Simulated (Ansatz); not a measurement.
# SiSn3O8: the cell at several levels of theory, part 3 of 3

The system is SiSn3O8 in the rutile host structure, a generated structure that needn't be the ground state.

Ansatz 0.2.0, plane waves. Earlier steps stand in the parts before.

## 4. PBEsol: cell and atoms

It starts from the cell of step 2.

Contents of input.yaml:

```yaml
crystal:
  lattice:
    - [3.3094784902, -3.3015519775, 0.0]
    - [3.3094784902, 3.3015519775, 0.0]
    - [0.0, 0.0, 6.2206271078]
  atoms:
    - { symbol: Sn, position: [0.5, 0.5, 0.2610357166] }
    - { symbol: Sn, position: [0.0, 0.0, 0.0] }
    - { symbol: O, position: [0.1826630324, 0.1826630324, 0.2782354754] }
    - { symbol: O, position: [0.8173369676, 0.8173369676, 0.2782354754] }
    - { symbol: O, position: [0.69187025, 0.30812975, 0.0] }
    - { symbol: O, position: [0.30812975, 0.69187025, 0.0] }
    - { symbol: Sn, position: [0.5, 0.5, 0.7389642834] }
    - { symbol: Si, position: [0.0, 0.0, 0.5] }
    - { symbol: O, position: [0.1826630324, 0.1826630324, 0.7217645246] }
    - { symbol: O, position: [0.8173369676, 0.8173369676, 0.7217645246] }
    - { symbol: O, position: [0.7178759978, 0.2821240022, 0.5] }
    - { symbol: O, position: [0.2821240022, 0.7178759978, 0.5] }
kpoints:
  mp_grid: { grid: [6, 6, 4] }
hamiltonian:
  xc: pbesol
scf:
  occupations: { method: fermi_dirac, width: 0.02 }
relax:
  f_tol: 0.005
  cell: {}
output:
  write_density: true
  write_potential: true
  elf: true
  volumetric_format: npy
```

The program printed:

```text
Engine: ansatz 0.2.0, x86_64-unknown-linux-gnu
Pseudopotentials: kind: paw
Pseudopotential: Sn, paw, valence charge 14, recommended cutoff 420 eV (normal), Sn.paw.azcp
Pseudopotential: O, paw, valence charge 6, recommended cutoff 420 eV (normal), O.paw.azcp
Pseudopotential: Si, paw, valence charge 4, recommended cutoff 420 eV (normal), Si.paw.azcp
Functional definition: PBEsol
  exchange = pbesol_x
  correlation = pbesol_c
Crystal: 12 atoms, lattice volume = 135.938 Å³
Basis set: ecut = 420 eV, 2617 PW (Γ), exchange–correlation on 64×64×90 points (8 copies of the dense FFT grid, shifted against one another)
Bands: 59, of which v1, the nominal top of the filled ones, is band 47 counted from 1 (46 counted from 0)
Symmetry: 8 space group operations
Space group: Cmmm (ITA 65), of the structure as read, at distance tolerance 5.1e-5 Å
k-points: 39 of 144
Non-local potential: Sn, projectors of the file, l = 0: 2, l = 1: 2, l = 2: 2, l = 3: 2
Non-local potential: O, projectors of the file, l = 0: 2, l = 1: 2, l = 2: 1
Non-local potential: Si, projectors of the file, l = 0: 2, l = 1: 2, l = 2: 2
PAW form: soft (Blöchl's): semilocal exchange-correlation on the pseudo side does not see the compensation charge
PAW frozen core: Sn, regenerated for the run's functional, and the local potential with it (the file was generated under x = pbe(κ = 0.804, μ = 0.2195149727645171), c = pbe(β = 0.06672455060314922))
PAW frozen core: O, regenerated for the run's functional, and the local potential with it (the file was generated under x = pbe(κ = 0.804, μ = 0.2195149727645171), c = pbe(β = 0.06672455060314922))
PAW frozen core: Si, regenerated for the run's functional, and the local potential with it (the file was generated under x = pbe(κ = 0.804, μ = 0.2195149727645171), c = pbe(β = 0.06672455060314922))
PAW one-centre angular grid: Sn, 590 points (default); XC on 64 Gauss nodes
PAW one-centre angular grid: O, 110 points (default); XC on 64 Gauss nodes
PAW one-centre angular grid: Si, 110 points (default); XC on 64 Gauss nodes
Initial density: superposition of atomic densities (neutral atoms: chi_scale 0, normalization atom), corrected by the library's trained network
Initial wavefunctions: pseudopotential atomic-orbital guess
Functional: x = pbesol(κ = 0.804, μ = 0.12345679012345678), c = pbesol(β = 0.046)
SCF iter   1: F=—  HF=-22960.159060 eV  |F-HF|=—  |Δ(HF+E_count)|=         —  Δρ=1.62e-2  dr2=2.86e-1  ethr=1.77e-3  ⟨swp⟩=6.8  Hψ=9748  notcnv=0  defer=16
preconditioner: auto → Resta (q_TF=auto, 2.566 Å⁻¹)  ε∞=3.7  [insulator: Δε(μ)=0.802 eV  Ē_g=18.863 eV  σ=0.020 eV  W_gap=1.00  n_scr=36 (ndim 8)  ℏωp=30.9 eV  f_vac=0.012  D(μ)=0.00/eV (n_scr^D=0)  ε∞_Penn≈3.7]
SCF iter   2: F=—  HF=-22960.078427 eV  |F-HF|=—  |Δ(HF+E_count)|=   8.06e-2  Δρ=2.51e-3  dr2=4.61e-3  ethr=3.04e-4  ⟨swp⟩=2.3  Hψ=3719  notcnv=0  defer=212
SCF iter   3: F=—  HF=-22960.077862 eV  |F-HF|=—  |Δ(HF+E_count)|=   5.65e-4  Δρ=1.16e-3  dr2=1.39e-3  ethr=4.91e-6  ⟨swp⟩=2.1  Hψ=4181  notcnv=0  defer=212
SCF iter   4: F=—  HF=-22960.078086 eV  |F-HF|=—  |Δ(HF+E_count)|=   2.24e-4  Δρ=5.59e-4  dr2=3.66e-4  ethr=1.48e-6  ⟨swp⟩=1.0  Hψ=2089  notcnv=0  defer=212
SCF iter   5: F=—  HF=-22960.077612 eV  |F-HF|=—  |Δ(HF+E_count)|=   4.74e-4  Δρ=1.22e-4  dr2=2.03e-5  ethr=3.89e-7  ⟨swp⟩=2.9  Hψ=4280  notcnv=0  defer=212
SCF iter   6: F=—  HF=-22960.077926 eV  |F-HF|=—  |Δ(HF+E_count)|=   3.14e-4  Δρ=1.71e-5  dr2=4.47e-7  ethr=2.16e-8  ⟨swp⟩=2.0  Hψ=3818  notcnv=0  defer=212
SCF iter   7: F=-22960.077926 eV  HF=-22960.077926 eV  |F-HF|=2.00e-9  |Δ(HF+E_count)|=   1.45e-7  Δρ=3.31e-6  dr2=1.83e-8  ethr=1.06e-10  ⟨swp⟩=9.7  Hψ=15399  notcnv=0
SCF 1 converged in 7 iterations: F = -22960.077926 eV  dr2 = 1.83e-8
relax step   1: F+E_penalty+E_count = -22960.07792585 eV  Δ(F+E_penalty+E_count) = +0.000e0 eV  max|allowed force component| = 1.090e-1 eV/Å  Δτ_max = 0.0000 Å  P = -6.035 GPa  Ω = 135.938 Å³  (7 SCF iters, dr2 threshold 1.00e-7 eV, accepted)
Crystal: 12 atoms, lattice volume = 132.518 Å³
Basis set: ecut = 420 eV, 2565 PW (Γ), exchange–correlation on 64×64×90 points (8 copies of the dense FFT grid, shifted against one another)
Initial density: handed on by an earlier stage of this run
Initial wavefunctions: those handed on with the density
iter 1 solved again at ethr=2.89e-5 eV; its pass at ethr=3.10e-3 eV (dr2=2.72e-2 eV) is discarded
SCF iter   1: F=—  HF=-22960.175184 eV  |F-HF|=—  |Δ(HF+E_count)|=         —  Δρ=4.98e-3  dr2=2.62e-2  ethr=2.89e-5  ⟨swp⟩=3.9  Hψ=10057  notcnv=0  defer=1
preconditioner: auto → Resta (q_TF=auto, 2.577 Å⁻¹)  ε∞=3.7  [insulator: Δε(μ)=1.255 eV  Ē_g=19.192 eV  σ=0.020 eV  W_gap=1.00  n_scr=36 (ndim 8)  ℏωp=31.3 eV  f_vac=0.003  D(μ)=0.00/eV (n_scr^D=0)  ε∞_Penn≈3.7]
SCF iter   2: F=—  HF=-22960.168453 eV  |F-HF|=—  |Δ(HF+E_count)|=   6.73e-3  Δρ=1.90e-3  dr2=4.45e-3  ethr=2.79e-5  ⟨swp⟩=2.2  Hψ=3570  notcnv=0
SCF iter   3: F=—  HF=-22960.167399 eV  |F-HF|=—  |Δ(HF+E_count)|=   1.05e-3  Δρ=4.46e-4  dr2=2.38e-4  ethr=4.74e-6  ⟨swp⟩=2.2  Hψ=3695  notcnv=0
SCF iter   4: F=—  HF=-22960.167516 eV  |F-HF|=—  |Δ(HF+E_count)|=   1.17e-4  Δρ=6.63e-5  dr2=6.61e-6  ethr=2.53e-7  ⟨swp⟩=2.3  Hψ=4077  notcnv=0
iter 5 did not close the SCF: its close was put off for the readings that it lacked (scf_convergence_deferred on its scf_iter line)
SCF iter   5: F=-22960.167519 eV  HF=-22960.167519 eV  |F-HF|=9.05e-8  |Δ(HF+E_count)|=   3.58e-6  Δρ=2.42e-5  dr2=6.05e-7  ethr=7.03e-9  ⟨swp⟩=2.0  Hψ=3822  notcnv=0
SCF iter   6: F=-22960.167520 eV  HF=-22960.167520 eV  |F-HF|=1.08e-8  |Δ(HF+E_count)|=   1.21e-7  Δρ=4.25e-6  dr2=2.38e-8  ethr=6.44e-10  ⟨swp⟩=7.1  Hψ=15468  notcnv=0
SCF 2 converged in 6 iterations: F = -22960.167520 eV  dr2 = 2.38e-8
relax step   2: F+E_penalty+E_count = -22960.16751961 eV  Δ(F+E_penalty+E_count) = -8.959e-2 eV  max|allowed force component| = 2.292e-1 eV/Å  Δτ_max = 0.0078 Å  P = -0.647 GPa  Ω = 132.518 Å³  energy of the carried Pulay correction = +1.977e-2 eV  (6 SCF iters, dr2 threshold 1.20e-6 eV, accepted)
Crystal: 12 atoms, lattice volume = 132.137 Å³
iter 1 solved again at ethr=9.96e-7 eV; its pass at ethr=3.10e-3 eV (dr2=9.36e-4 eV) is discarded
SCF iter   1: F=—  HF=-22960.173992 eV  |F-HF|=—  |Δ(HF+E_count)|=         —  Δρ=1.01e-3  dr2=9.42e-4  ethr=9.96e-7  ⟨swp⟩=3.5  Hψ=8684  notcnv=0
preconditioner: auto → Resta (q_TF=auto, 2.578 Å⁻¹)  ε∞=3.7  [insulator: Δε(μ)=1.260 eV  Ē_g=19.193 eV  σ=0.020 eV  W_gap=1.00  n_scr=36 (ndim 8)  ℏωp=31.3 eV  f_vac=0.004  D(μ)=0.00/eV (n_scr^D=0)  ε∞_Penn≈3.7]
SCF iter   2: F=—  HF=-22960.173565 eV  |F-HF|=—  |Δ(HF+E_count)|=   4.27e-4  Δρ=4.62e-4  dr2=2.00e-4  ethr=9.96e-7  ⟨swp⟩=2.1  Hψ=4101  notcnv=0
SCF iter   3: F=—  HF=-22960.173515 eV  |F-HF|=—  |Δ(HF+E_count)|=   4.99e-5  Δρ=6.35e-5  dr2=3.63e-6  ethr=2.13e-7  ⟨swp⟩=2.0  Hψ=3144  notcnv=0
iter 4 did not close the SCF: its close was put off for the readings that it lacked (scf_convergence_deferred on its scf_iter line)
SCF iter   4: F=-22960.173515 eV  HF=-22960.173515 eV  |F-HF|=5.50e-8  |Δ(HF+E_count)|=   2.03e-7  Δρ=1.36e-5  dr2=2.69e-7  ethr=3.87e-9  ⟨swp⟩=2.9  Hψ=4524  notcnv=0
iter 5 did not close the SCF: its close was put off for the readings that it lacked (scf_convergence_deferred on its scf_iter line)
SCF iter   5: F=-22960.173515 eV  HF=-22960.173515 eV  |F-HF|=1.00e-9  |Δ(HF+E_count)|=   8.21e-8  Δρ=3.70e-6  dr2=2.05e-8  ethr=2.86e-10  ⟨swp⟩=2.1  Hψ=3421  notcnv=0
SCF iter   6: F=-22960.173515 eV  HF=-22960.173515 eV  |F-HF|=3.89e-10  |Δ(HF+E_count)|=   6.04e-9  Δρ=1.09e-6  dr2=1.69e-9  ethr=2.18e-11  ⟨swp⟩=6.0  Hψ=14454  notcnv=0
SCF 3 converged in 6 iterations: F = -22960.173515 eV  dr2 = 1.69e-9
relax step   3: F+E_penalty+E_count = -22960.17351539 eV  Δ(F+E_penalty+E_count) = -5.996e-3 eV  max|allowed force component| = 8.870e-2 eV/Å  Δτ_max = 0.0066 Å  P = -0.063 GPa  Ω = 132.137 Å³  energy of the carried Pulay correction = +2.200e-2 eV  (6 SCF iters, dr2 threshold 1.20e-6 eV, accepted)
[... 12 lines left out ...]
relax step   4: F+E_penalty+E_count = -22960.17472918 eV  Δ(F+E_penalty+E_count) = -1.214e-3 eV  max|allowed force component| = 2.411e-2 eV/Å  Δτ_max = 0.0027 Å  P = +0.054 GPa  Ω = 132.026 Å³  energy of the carried Pulay correction = +2.265e-2 eV  (6 SCF iters, dr2 threshold 4.92e-7 eV, accepted)
[... 11 lines left out ...]
relax step   5: F+E_penalty+E_count = -22960.17465688 eV  Δ(F+E_penalty+E_count) = +7.229e-5 eV  max|allowed force component| = 1.690e-2 eV/Å  Δτ_max = 0.0017 Å  P = -0.029 GPa  Ω = 132.048 Å³  energy of the carried Pulay correction = +2.253e-2 eV  (6 SCF iters, dr2 threshold 3.63e-8 eV, accepted)
[... 12 lines left out ...]
relax step   6: F+E_penalty+E_count = -22960.17477486 eV  Δ(F+E_penalty+E_count) = -1.180e-4 eV  max|allowed force component| = 1.103e-3 eV/Å  Δτ_max = 0.0006 Å  P = +0.001 GPa  Ω = 132.034 Å³  energy of the carried Pulay correction = +2.260e-2 eV  (6 SCF iters, accepted)
[... 10 lines left out ...]
relax step   7: F+E_penalty+E_count = -22960.15527761 eV  Δ(F+E_penalty+E_count) = +1.950e-2 eV  max|allowed force component| = 1.016e-3 eV/Å  Δτ_max = 0.0000 Å  P = -0.244 GPa  Ω = 132.034 Å³  stress off target by 2.51e-1 GPa  SCF on the basis re-selected at this cell (its energy is not comparable with the rows above)  (6 SCF iters)
[... 13 lines left out ...]
relax step   8: F+E_penalty+E_count = -22960.15628184 eV  Δ(F+E_penalty+E_count) = -1.004e-3 eV  max|allowed force component| = 2.639e-4 eV/Å  Δτ_max = 0.0003 Å  P = -0.003 GPa  Ω = 131.883 Å³  energy of the carried Pulay correction = +8.856e-4 eV  (6 SCF iters, dr2 threshold 1.58e-7 eV, accepted)
iter 1 solved again at ethr=2.40e-7 eV; its pass at ethr=3.10e-3 eV (dr2=2.25e-4 eV) is discarded
SCF iter   1: F=—  HF=-22960.155237 eV  |F-HF|=—  |Δ(HF+E_count)|=         —  Δρ=1.23e-5  dr2=3.54e-8  ethr=2.40e-7  ⟨swp⟩=3.8  Hψ=16458  notcnv=0
eigensolver tolerance schedule: the retry pair's looser diagonalisation over-reported the residual by 6359.84 of it (diagonalisation noise at 0.97 of the residual, at the tolerance the schedule requests for it); recorded, not acted on — ethr = c·dr2/N_el stays at c = 1.0e-1
preconditioner: auto → Resta (q_TF=auto, 2.579 Å⁻¹)  ε∞=3.7  [insulator: Δε(μ)=1.255 eV  Ē_g=19.202 eV  σ=0.020 eV  W_gap=1.00  n_scr=36 (ndim 8)  ℏωp=31.3 eV  f_vac=0.004  D(μ)=0.00/eV (n_scr^D=0)  ε∞_Penn≈3.7]
SCF iter   2: F=—  HF=-22960.155435 eV  |F-HF|=—  |Δ(HF+E_count)|=   1.98e-4  Δρ=5.30e-6  dr2=6.08e-9  ethr=3.77e-11  ⟨swp⟩=3.5  Hψ=5998  notcnv=0
SCF iter   3: F=—  HF=-22960.155435 eV  |F-HF|=—  |Δ(HF+E_count)|=   7.83e-9  Δρ=2.12e-6  dr2=1.07e-9  ethr=6.47e-12  ⟨swp⟩=2.4  Hψ=3400  notcnv=0
iter 4 did not close the SCF: its close was put off for the readings that it lacked (scf_convergence_deferred on its scf_iter line)
SCF iter   4: F=-22960.155435 eV  HF=-22960.155435 eV  |F-HF|=7.28e-12  |Δ(HF+E_count)|=   1.51e-9  Δρ=1.14e-7  dr2=1.06e-11  ethr=1.14e-12  ⟨swp⟩=2.0  Hψ=3120  notcnv=0
iter 5 did not close the SCF: its close was put off for the readings that it lacked (scf_convergence_deferred on its scf_iter line)
SCF iter   5: F=-22960.155435 eV  HF=-22960.155435 eV  |F-HF|=7.28e-12  |Δ(HF+E_count)|=  1.46e-11  Δρ=2.80e-8  dr2=1.28e-12  ethr=1.00e-12  ⟨swp⟩=1.0  Hψ=2301  notcnv=0
iter 6 did not close the SCF: its close was put off for the readings that it lacked (scf_convergence_deferred on its scf_iter line)
SCF iter   6: F=-22960.155435 eV  HF=-22960.155435 eV  |F-HF|=3.64e-12  |Δ(HF+E_count)|=  7.28e-12  Δρ=6.33e-9  dr2=5.35e-14  ethr=1.00e-12  ⟨swp⟩=1.0  Hψ=2301  notcnv=0
iter 7 did not close the SCF: its close was put off for the readings that it lacked (scf_convergence_deferred on its scf_iter line)
SCF iter   7: F=-22960.155435 eV  HF=-22960.155435 eV  |F-HF|=3.64e-12  |Δ(HF+E_count)|=    0.00e0  Δρ=2.03e-9  dr2=6.32e-15  ethr=1.00e-12  ⟨swp⟩=1.0  Hψ=2301  notcnv=0
SCF iter   8: F=-22960.155435 eV  HF=-22960.155435 eV  |F-HF|=3.64e-12  |Δ(HF+E_count)|=  3.64e-12  Δρ=5.53e-10  dr2=2.56e-16  ethr=1.00e-12  ⟨swp⟩=4.0  Hψ=7980  notcnv=0
SCF 9 converged in 8 iterations: F = -22960.155435 eV  dr2 = 2.56e-16
relax step   9: F+E_penalty+E_count = -22960.15543486 eV  Δ(F+E_penalty+E_count) = +8.470e-4 eV  max|allowed force component| = 3.006e-4 eV/Å  Δτ_max = 0.0000 Å  P = -0.009 GPa  Ω = 131.883 Å³  stress off target by 1.08e-2 GPa  SCF on the basis re-selected at this cell (its energy is not comparable with the rows above)  (8 SCF iters)
basis re-selected at this cell: Δ(F+E_penalty+E_count) = +8.470e-4 eV, ΔP = -0.006 GPa vs the last step (what re-selecting the basis moved, of the pressure what is left beyond the Pulay correction that the steps carried, after the strain that the cell walked since its last selection, with what the two solves' SCF thresholds leave and, on support functions, any second-order correction that the steps lacked; it is no measure of the basis error at this ecutwfc). This SCF's stress stands 1.08e-2 GPa from its target on what of the cell is left free (relax.cell.stress_tol is 5.00e-2 GPa) and its largest allowed force component is 3.01e-4 eV/Å (relax.f_tol is 5.00e-3 eV/Å): within both
SCF converged after 8 iterations
Free energy (F): -22960.155435 eV
Harris-Foulkes:  -22960.155435 eV  (|F-HF|=3.64e-12)
Internal energy: -22960.155435 eV  (E = F + TS)
E sigma→0 (E₀):  -22960.155435 eV
Fermi energy:    10.321969 eV
--- Per-component energies (eV) ---
  E_band       = -157.198780
  E_kinetic    = 2022.664610
  E_local      = -4920.700377  (includes V_loc(G=0)·N_el)
  E_nonlocal   = 326.726484
  E_hartree    = 2451.314140
  E_xc         = -1768.543698
  E_vxc        = -1080.247920  (∫ρ·V_xc dr)
  E_paw        = -13949.980110  (= ΣΔE_a)
  E_vpaw       = -1408.289715  (= ΣTr[D̂ρ^β])
  E_aug_tail   = 0.019858  (compensation charges beyond the density's cutoff)
  E_ewald      = -7122.824726
  E_core_change = 1.168383  (= ΣΔE_core)
  E_smearing   = -0.000000  (= −TS)
  E_closure    = 0.000000  (closes the sum)
  Σ components = -22960.155435   (vs F -22960.155435, Δ=0.00e0)
--- Forces (eV/Å), atoms counted from 1 ---
  atom   1  Sn     0.00000000    -0.00000000    -0.00009848
  atom   2  Sn    -0.00000000     0.00000000     0.00000000
  atom   3  O     -0.00004812    -0.00000000    -0.00023241
  atom   4  O      0.00004812     0.00000000    -0.00023241
  atom   5  O     -0.00000000     0.00030065    -0.00000000
  atom   6  O      0.00000000    -0.00030065     0.00000000
  atom   7  Sn    -0.00000000     0.00000000     0.00009848
  atom   8  Si     0.00000000     0.00000000     0.00000000
  atom   9  O     -0.00004812    -0.00000000     0.00023241
  atom  10  O      0.00004812     0.00000000     0.00023241
  atom  11  O      0.00000000    -0.00013948     0.00000000
  atom  12  O     -0.00000000     0.00013948    -0.00000000
  max |Σ_I F_I| component: 6.51e-19 eV/Å
--- Stress (GPa, compression-positive) ---
       -0.010792       0.000000       0.000000
        0.000000      -0.009820       0.000000
        0.000000       0.000000      -0.006081
  P = ⅓ Tr σ = -0.0089 GPa (-0.089 kbar)
--- Band table (eV; the first three rows and the last of 39) ---
  k-point 0: bands = ["-11.7841", "-11.6547", "-11.1069", "-11.0768", "-10.9775", "-10.8837", "-10.7259", "-10.7198", "-10.6890", "-10.6513", "-10.5816", "-10.5147", "-10.5019", "-10.4948", "-10.4697", "-9.9938", "-8.1981", "-8.0406", "-8.0114", "-7.6658", "-6.6966", "-6.3491", "-6.3413", "0.5917", "1.5914", "1.9958", "4.4214", "4.4675", "4.7582", "5.0730", "5.2411", "5.3820", "5.5720", "5.7251", "6.2560", "6.4358", "6.8866", "7.2615", "7.4563", "7.6330", "7.7793", "7.8675", "8.0843", "8.4309", "8.7741", "8.9833", "9.6942", "10.9495", "14.4742", "15.1056", "15.4137", "16.2918", "17.7657", "18.2293", "19.4260", "20.0917", "20.1565", "20.3988", "20.6646"]
  k-point 1: bands = ["-11.7352", "-11.5502", "-11.1271", "-11.1139", "-10.9110", "-10.9042", "-10.8575", "-10.7001", "-10.6886", "-10.6328", "-10.5926", "-10.5269", "-10.5215", "-10.5137", "-10.4962", "-9.9300", "-8.9272", "-7.7324", "-7.5379", "-7.3226", "-6.8381", "-6.5691", "-6.4277", "0.4472", "1.2998", "2.9415", "4.5341", "4.5374", "4.6929", "5.1821", "5.2275", "5.7947", "5.8225", "5.8271", "5.9656", "6.1399", "6.3229", "6.8395", "6.9903", "7.2516", "7.5053", "7.9636", "8.3077", "8.3928", "8.8587", "8.9903", "9.5814", "11.8881", "14.3859", "15.4580", "15.6613", "16.9472", "17.8145", "18.2514", "18.7983", "19.4552", "19.8597", "20.5763", "20.7990"]
  k-point 2: bands = ["-11.6775", "-11.2856", "-11.2413", "-11.1882", "-11.1208", "-10.8556", "-10.7814", "-10.6881", "-10.6570", "-10.6336", "-10.6029", "-10.5958", "-10.5525", "-10.5125", "-10.4978", "-9.7939", "-9.3804", "-7.3013", "-7.2202", "-7.0883", "-7.0311", "-6.8156", "-6.6617", "0.3103", "1.2703", "4.2465", "4.2529", "4.5896", "4.6775", "5.1198", "5.4090", "5.6363", "5.6999", "5.9997", "6.1235", "6.2433", "6.4284", "6.4808", "6.4886", "6.5626", "6.6068", "8.0656", "8.5408", "8.6649", "8.8429", "8.9916", "9.4108", "13.1947", "13.6124", "15.7182", "16.3303", "17.5783", "18.3425", "18.4856", "18.4949", "18.5683", "18.8660", "20.2732", "21.0086"]
  k-point 38: bands = ["-11.5447", "-11.3247", "-11.3030", "-11.2636", "-11.2584", "-11.1330", "-10.7495", "-10.6754", "-10.6704", "-10.6131", "-10.6070", "-10.5986", "-10.5548", "-10.5017", "-10.4950", "-8.4548", "-8.1317", "-7.9630", "-7.7755", "-7.4290", "-7.3424", "-7.2223", "-7.1718", "1.7796", "1.7982", "2.2783", "2.6516", "4.7354", "4.9885", "4.9936", "5.1045", "5.3727", "5.8186", "5.9361", "6.1140", "6.1574", "6.6083", "6.8067", "7.2433", "7.8288", "8.0090", "8.1072", "8.4855", "8.7570", "8.7574", "8.8951", "8.9326", "13.9430", "14.3937", "14.3979", "16.4040", "17.2927", "17.5172", "18.6845", "19.0140", "19.5932", "19.8636", "20.0602", "20.0810"]
--- Relaxed structure (7 steps of the walk, 7 accepted, 2 SCFs on fresh bases) ---
  F+E_penalty+E_count = -22960.15543486 eV   max|allowed force component| = 3.006e-4 eV/Å   (the final SCF, on the basis selected at the relaxed cell)
  cell:  # Å, volume = 131.8829 Å³
    - [3.271105936690818, -3.264795122683358, 3.39690276905321e-18]
    - [3.271105936690818, 3.264795122683358, -3.396902769053208e-18]
    - [2.330025633558916e-33, -6.400282531288204e-18, 6.174585384213101]
  atoms:
    - { symbol: Sn, position: [0.5, 0.5, 0.26106343763594353] }
    - { symbol: Sn, position: [2.7300428544256676e-21, 2.730042854425615e-21, 1.1619430578266843e-20] }
    - { symbol: O, position: [0.1832697150714393, 0.1832697150714393, 0.2778477045205753] }
    - { symbol: O, position: [0.8167302849285606, 0.8167302849285606, 0.2778477045205753] }
    - { symbol: O, position: [0.6919917077302269, 0.30800829226977317, 4.462622665058222e-21] }
    - { symbol: O, position: [0.30800829226977317, 0.6919917077302269, 1.8776238491475437e-20] }
    - { symbol: Sn, position: [0.5, 0.5, 0.7389365623640566] }
    - { symbol: Si, position: [2.730042854425697e-21, 2.7300428544256007e-21, 0.5] }
    - { symbol: O, position: [0.1832697150714393, 0.1832697150714393, 0.7221522954794249] }
    - { symbol: O, position: [0.8167302849285606, 0.8167302849285606, 0.7221522954794249] }
    - { symbol: O, position: [0.7184444660131288, 0.2815555339868711, 0.5] }
    - { symbol: O, position: [0.2815555339868711, 0.7184444660131288, 0.5] }
```

It took 19 s on 1 × NVIDIA H100 80GB HBM3 with 2 threads of AMD EPYC 7R13 (Zen 3), shared host; peak host memory 1.2 GiB.

The path of the relaxation:

```
step  energy change (meV/atom)  largest force (eV/Å)  pressure (GPa)  volume (Å³/atom)
   1                       0.0                0.1090           -6.04            11.328
   2                      -7.5                0.2292           -0.65            11.043
   3                      -8.0                0.0887           -0.06            11.011
   4                      -8.1                0.0241            0.05            11.002
   5                      -8.1                0.0169           -0.03            11.004
   6                      -8.1                0.0011            0.00            11.003
   7                      -6.4                0.0010           -0.24            11.003
   8                      -6.5                0.0003            0.00            10.990
   9                      -6.5                0.0003           -0.01            10.990
```

Steps 7, 9 solve the same cell on a plane-wave basis chosen anew, so the energy can jump there without a move.

The table lists every geometry solved, with passes on a fresh basis, whose energies don't compare exactly with the rows above.

```
                       before   after   change
                a (Å)   6.603   6.530  -1.11 %
                b (Å)   6.619   6.542  -1.16 %
                c (Å)   6.221   6.175  -0.74 %
     volume (Å³/atom)  11.328  10.990  -2.98 %
shortest distance (Å)   1.834   1.822  -0.68 %
          space group    Cmmm    Cmmm     same
```

## 5. The cells side by side

This closing draws on all 3 parts.

```
 level  a (Å)  b (Å)  c (Å)  volume (Å³/atom)  space group  SCF geometries
   PBE  6.603  6.619  6.221            11.328         Cmmm              10
r2SCAN  6.514  6.529  6.155            10.907         Cmmm               7
PBEsol  6.530  6.542  6.175            10.990         Cmmm               9
```

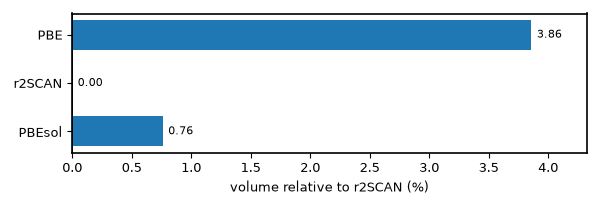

Relaxed volume of each level against r2SCAN.

In words: From the start to the first minimum the volume moved by -1.1 %. The volume runs from r2SCAN (least) to PBE (most), a spread of 3.9 %, or 1.3 % in length if all axes shared it alike.
